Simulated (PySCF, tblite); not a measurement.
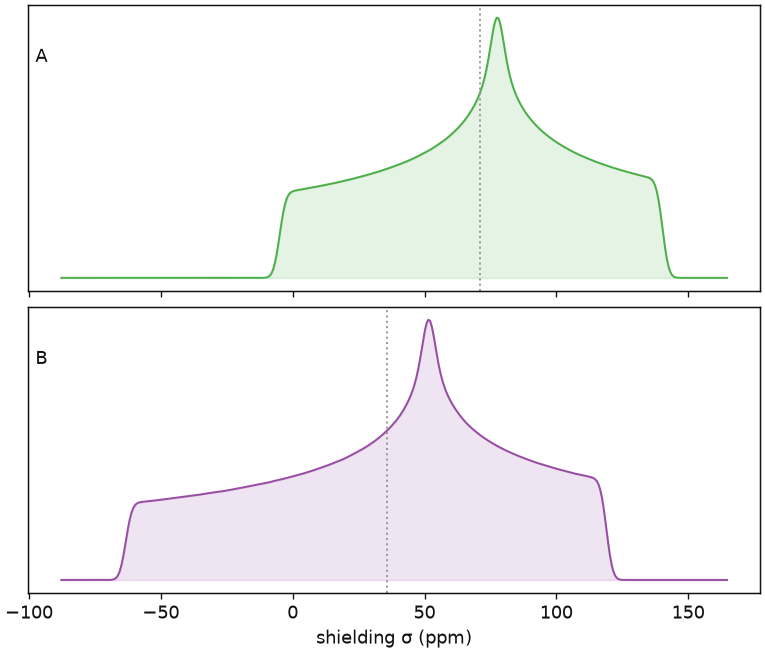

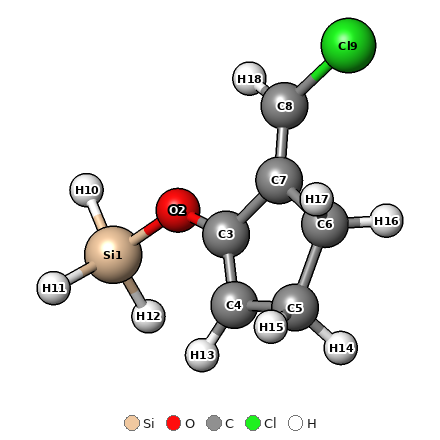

Static powder patterns (¹³C) from GIAO shielding tensors of C₆H₉ClOSi, SMILES [SiH3]OC1=CCC/C1=C\Cl, PBE0/pcSseg-1, PySCF, at a GFN2-xTB geometry (a minimum by its frequencies); absolute shielding, one fixed geometry of the isolated molecule without any motion, no dipolar terms. The dotted line is the isotropic value; skew is 3(σiso − σ22)/span.

**The panels belong to C4 and C7. Which is which?**

panel A: C4, σ11, σ22, σ33 = −5, 78, 140 ppm, isotropic 71, span 145 ppm, skew −0.14; panel B: C7, σ11, σ22, σ33 = −63, 52, 119 ppm, isotropic 36, span 182 ppm, skew −0.26.

Note: the tight-binding geometry is rougher than a DFT one and adds to the error; one conformer of a flexible molecule.
